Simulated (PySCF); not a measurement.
```
atom    x (Å)    y (Å)    z (Å)
   C  -0.6973   0.8725  -1.2636
   C  -0.9411  -0.1274  -0.1295
   O  -1.3176   0.4848   1.0466
   C   0.2592  -1.0617   0.1296
   C   1.3796  -0.1718   0.7442
   O   0.9382   0.5239   1.7963
   H  -1.6275   1.3856  -1.4937
   H   0.0296   1.6212  -0.9609
   H  -0.3436   0.3623  -2.1554
   H  -1.7801  -0.7852  -0.4202
   H  -0.4472   0.6890   1.5624
   H  -0.0359  -1.8126   0.8630
   H   0.6067  -1.5467  -0.7807
   H   2.1509  -0.8931   1.0817
   H   1.8219   0.4674  -0.0416
```

Geometry: GFN2-xTB.

Theory: UKS B3LYP, pcH-1 on C H O, non-relativistic, mean-field spin-orbit, GIAO (PySCF).

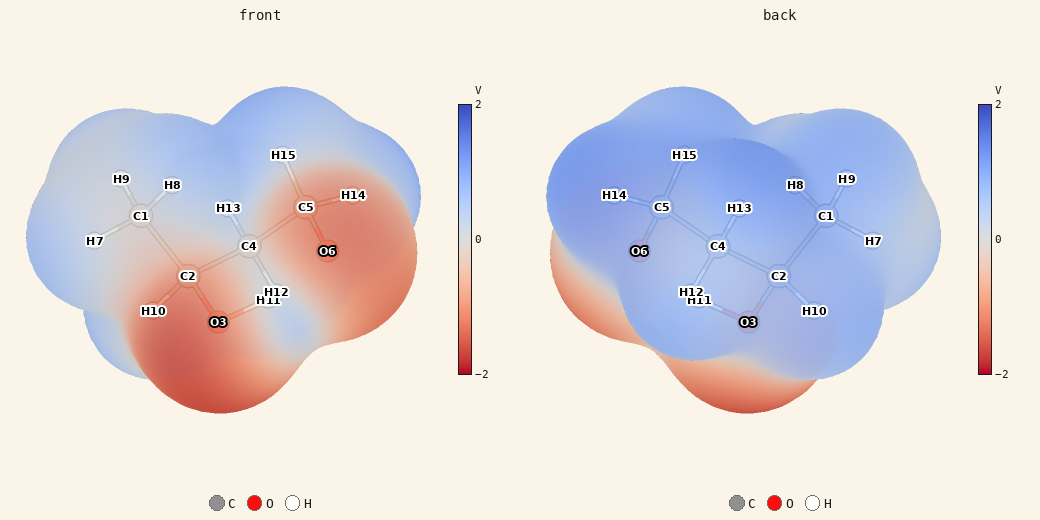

C4H9O2 (SMILES C[C@H](O)CC[O]) (doublet). The molecular electrostatic potential painted on the density surface at 0.002 e/bohr³, seen from the front and from behind; red is negative and blue positive.

Q: Where is the surface potential most negative and most positive?

A: The most negative region (about −1.6 V) lies over O3, the most positive (about +1.2 V) over H13 and H14. O3 is the likeliest acceptor of a hydrogen bond.
